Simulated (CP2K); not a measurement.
**BSi2H5O2 (SMILES B1O[SiH2][SiH2]O1) at GFN2-xTB**

What is the energy difference between two shapes of BSi2H5O2 at GFN2-xTB? 

The results are computed with CP2K 2026.2.

3 further runs of the same task are left out: 1 that didn't finish, 2 set aside as unsound or not needed.

## (1) The molecule

BSi2H5O2 has 10 atoms, charge 0, and is taken as a singlet. SMILES: `B1O[SiH2][SiH2]O1`. The shape is that of a GFN2-xTB optimisation. This is one conformer, not always the lowest.

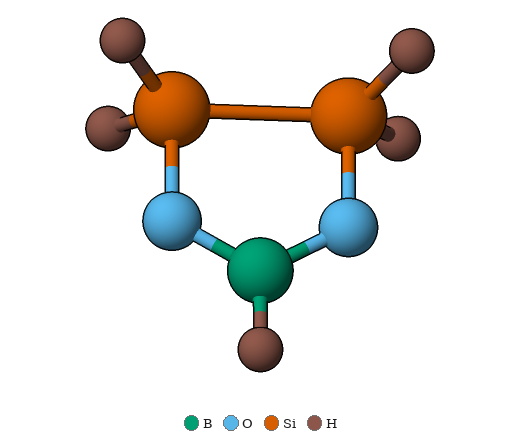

The structure, seen from a chosen angle (boron teal, oxygen blue, silicon orange, hydrogen brown).

## (2) Energy and forces at GFN2-xTB

Contents of molecule.xyz:

```xyz
10

B     -1.479610     0.349090    -0.376610
O     -1.119430    -0.920330    -0.102800
Si     0.444310    -1.292580     0.295900
Si     1.027390     0.944790     0.078150
O     -0.538350     1.312400    -0.316990
H     -2.585350     0.609290    -0.660260
H      0.839940    -2.266840    -0.724980
H      0.329270    -1.899920     1.623920
H      1.794660     1.403000    -1.083170
H      1.287170     1.761110     1.266830
```

Contents of qs.inp:

```
&FORCE_EVAL
   METHOD QUICKSTEP
   &DFT
      ! Quickstep
      &QS
         METHOD XTB
         EPS_DEFAULT 1.0E-10
         &XTB
            GFN_TYPE TBLITE
            &TBLITE
               METHOD GFN2
            &END TBLITE
            CHECK_ATOMIC_CHARGES F
         &END XTB
      &END QS
      &POISSON
         PERIODIC NONE
         POISSON_SOLVER ANALYTIC
      &END POISSON
      ! SCF settings
      &SCF
         SCF_GUESS ATOMIC
         EPS_SCF 1.0E-06
         MAX_SCF 150
         ADDED_MOS 2
         &DIAGONALIZATION
            ALGORITHM STANDARD
         &END DIAGONALIZATION
         &MIXING
            METHOD DIRECT_P_MIXING
            ALPHA 0.4
         &END MIXING
         &SMEAR ON
            METHOD FERMI_DIRAC
            ELECTRONIC_TEMPERATURE [K] 300
         &END SMEAR
      &END SCF
      &PRINT
         &MOMENTS
            PERIODIC F
            REFERENCE COM
            MAX_MOMENT 1
         &END MOMENTS
         &MO ON
            ENERGIES T
            OCCUPATION_NUMBERS T
            NDIGITS 6
            &EACH
               QS_SCF 0
            &END EACH
            ADD_LAST NUMERIC
         &END MO
         &HIRSHFELD OFF
         &END HIRSHFELD
      &END PRINT
   &END DFT
   &SUBSYS
      &CELL
         ABC 20.4 20 18.7
         PERIODIC NONE
      &END CELL
      &TOPOLOGY
         COORD_FILE_NAME molecule.xyz
         COORD_FILE_FORMAT XYZ
         &CENTER_COORDINATES
         &END CENTER_COORDINATES
      &END TOPOLOGY
   &END SUBSYS
   &PRINT
      &FORCES ON
      &END FORCES
   &END PRINT
&END FORCE_EVAL

&GLOBAL
   PROJECT_NAME qs
   RUN_TYPE ENERGY_FORCE
   PRINT_LEVEL MEDIUM
&END GLOBAL
```

On the command line:

```
$ OMP_NUM_THREADS=1 cp2k.psmp qs.inp > qs.out
```

The log of the run:

```text
CP2K| version string:                                       CP2K version 2026.2
[...]
 GLOBAL| Method name                                                        CP2K
[...]
 GLOBAL| Run type                                                   ENERGY_FORCE
[...]
                             - Atoms:                                         10
[...]
                             - Spherical basis functions:                     35
[...]
 Number of electrons:                                                         28
[...]
  *** SCF run converged in    16 steps ***
[...]
  Fermi energy:                                                -0.24840027491958
[...]
 TB_DIPOLE| Moment [Debye]          3.48717196      -0.82751594       0.88382901
 TB_DIPOLE| Derivative [a.u.]       0.00000000       0.00000000       0.00000000
[...]
 ENERGY| Total FORCE_EVAL ( QS ) energy [hartree]            -15.563907819628275
 FORCES| Atomic forces [hartree/bohr]
 FORCES|   Atom     x               y               z               |f|
 FORCES|      1  3.07832242E-04  1.14241097E-04  1.01773610E-04   3.43758033E-04
 FORCES|      2 -1.19411717E-04  1.26318241E-05 -4.82311030E-05   1.29402320E-04
 FORCES|      3  4.45306318E-06  4.93894087E-05 -2.31275750E-04   2.36532484E-04
 FORCES|      4  3.13207584E-05  9.50789623E-05 -3.85009783E-05   1.07253552E-04
 FORCES|      5 -2.26924646E-04 -2.45912294E-04 -8.79023694E-05   3.45968897E-04
 FORCES|      6 -5.48359301E-05  4.45329868E-05  7.10286253E-06   7.09973013E-05
 FORCES|      7  4.79827824E-06  1.29920224E-04  1.43159992E-04   1.93383224E-04
 FORCES|      8  3.90262935E-05 -8.56758481E-05  8.47539235E-05   1.26675294E-04
 FORCES|      9  6.67204324E-06 -8.05227154E-05  8.41395126E-05   1.16652824E-04
 FORCES|     10  7.06961457E-06 -3.36836453E-05 -1.50196992E-05   3.75520808E-05
 FORCES| Sum    -3.17061373E-17 -1.01440666E-16 -4.54009660E-19
 FORCES| Total atomic force                                       1.06281202E-16
[...]
```

Run time: 0.95 s. Hardware: 1 thread of Intel Xeon Platinum 8488C (Sapphire Rapids), shared host; peak memory 0.19 GiB.

## (3) The distorted shape, same level

Contents of molecule.xyz:

```xyz
10

B     -1.554770     0.262771    -0.436966
O     -1.222118    -0.943133    -0.150330
Si     0.429321    -1.312260     0.209672
Si     1.125344     0.930391     0.042247
O     -0.546242     1.295371    -0.321816
H     -2.582669     0.749167    -0.566661
H      0.945217    -2.242230    -0.829061
H      0.365123    -1.900820     1.781089
H      1.851319     1.355773    -1.154548
H      1.308287     1.828654     1.339593
```

Contents of molecule.inp:

```
&GLOBAL
    PROJECT molecule
    RUN_TYPE ENERGY_FORCE
    PRINT_LEVEL MEDIUM
&END GLOBAL
&FORCE_EVAL
    METHOD QS
    &DFT
        CHARGE 0
        MULTIPLICITY 1
        &QS
            METHOD XTB
            EPS_DEFAULT 1.0E-10
            &XTB
                GFN_TYPE TBLITE
                &TBLITE
                    METHOD GFN2
                &END TBLITE
                CHECK_ATOMIC_CHARGES F
            &END XTB
        &END QS
        &POISSON
            PERIODIC NONE
            POISSON_SOLVER ANALYTIC
        &END POISSON
        &SCF
            SCF_GUESS ATOMIC
            EPS_SCF 1.0E-06
            MAX_SCF 150
            ADDED_MOS 2
            &DIAGONALIZATION
                ALGORITHM STANDARD
            &END DIAGONALIZATION
            &MIXING
                METHOD DIRECT_P_MIXING
                ALPHA 0.4
            &END MIXING
            &SMEAR ON
                METHOD FERMI_DIRAC
                ELECTRONIC_TEMPERATURE [K] 300
            &END SMEAR
        &END SCF
        &PRINT
            &MOMENTS
                PERIODIC F
                REFERENCE COM
                MAX_MOMENT 1
            &END MOMENTS
            &MO ON
                ENERGIES T
                OCCUPATION_NUMBERS T
                NDIGITS 6
                &EACH
                    QS_SCF 0
                &END EACH
                ADD_LAST NUMERIC
            &END MO
            &HIRSHFELD OFF
            &END HIRSHFELD
        &END PRINT
    &END DFT
    &SUBSYS
        &CELL
            ABC [angstrom] 20.4 20.1 18.9
            PERIODIC NONE
        &END CELL
        &TOPOLOGY
            COORD_FILE_NAME molecule.xyz
            COORD_FILE_FORMAT XYZ
            &CENTER_COORDINATES
            &END CENTER_COORDINATES
        &END TOPOLOGY
    &END SUBSYS
    &PRINT
        &FORCES ON
        &END FORCES
    &END PRINT
&END FORCE_EVAL
```

On the command line:

```
$ OMP_NUM_THREADS=1 cp2k.psmp -i molecule.inp > molecule.out 2>&1
```

The log of the run:

```text
CP2K| version string:                                       CP2K version 2026.2
[...]
 GLOBAL| Method name                                                        CP2K
[...]
 GLOBAL| Run type                                                   ENERGY_FORCE
[...]
                             - Atoms:                                         10
[...]
                             - Spherical basis functions:                     35
[...]
 Number of electrons:                                                         28
[...]
  *** SCF run converged in    20 steps ***
[...]
  Fermi energy:                                                -0.25461205864652
[...]
 TB_DIPOLE| Moment [Debye]          3.89900455      -1.73834803       0.29525092
 TB_DIPOLE| Derivative [a.u.]       0.00000000       0.00000000       0.00000000
[...]
 ENERGY| Total FORCE_EVAL ( QS ) energy [hartree]            -15.530894559371131
 FORCES| Atomic forces [hartree/bohr]
 FORCES|   Atom     x               y               z               |f|
 FORCES|      1  3.38257596E-02  7.30500685E-02  1.06056571E-02   8.11971334E-02
 FORCES|      2  3.66988494E-02 -4.45409158E-02  7.46277063E-03   5.81927115E-02
 FORCES|      3 -9.46608904E-03 -3.40406444E-03  2.70789006E-02   2.88870447E-02
 FORCES|      4 -4.92430102E-02  1.16862729E-02  1.48433681E-02   5.27424744E-02
 FORCES|      5  1.22299100E-02 -2.93610650E-02 -2.17980817E-03   3.18809410E-02
 FORCES|      6 -1.55423112E-02 -4.81737586E-03 -6.17609473E-03   1.74044446E-02
 FORCES|      7 -8.60277075E-03  2.00196457E-03  5.75618796E-03   1.05427334E-02
 FORCES|      8 -1.22055903E-03  9.90221646E-03 -3.50718711E-02   3.64634035E-02
 FORCES|      9  1.16304276E-03  1.86430200E-03  1.91151852E-03   2.91242055E-03
 FORCES|     10  1.57178482E-04 -1.63814033E-02 -2.42306289E-02   2.92489053E-02
 FORCES| Sum    -1.03270257E-16 -4.16333634E-17 -1.00613962E-16
 FORCES| Total atomic force                                       1.50070824E-16
[...]
```

It took 0.95 s on 1 thread of Intel Xeon Platinum 8488C (Sapphire Rapids), shared host; peak memory 0.19 GiB.

## (4) Results

Level: GFN2-xTB.

| quantity | value |
| --- | --- |
| first shape: total energy | -15.56391 Eh |
| first shape: dipole moment (from atomic charges alone) | 3.69 D |
| first shape: HOMO energy | -10.09 eV |
| first shape: LUMO energy | -5.86 eV |
| first shape: HOMO–LUMO gap | 4.22 eV |
| first shape: largest force on an atom | 0.018 eV/Å |
| distorted shape: total energy | -15.53089 Eh |
| distorted shape: dipole moment (from atomic charges alone) | 4.28 D |
| distorted shape: HOMO energy | -10.08 eV |
| distorted shape: LUMO energy | -6.03 eV |
| distorted shape: HOMO–LUMO gap | 4.05 eV |
| distorted shape: largest force on an atom | 4.175 eV/Å |
| energy change with the atoms displaced | 0.898 eV |

In words: With the atoms displaced the energy rises by 0.90 eV (20.7 kcal/mol). The dipole (first shape) comes from point charges on the atoms alone, without atomic dipoles, so it is partial. The dipole (distorted shape) comes from point charges on the atoms alone, without atomic dipoles, so it is partial.
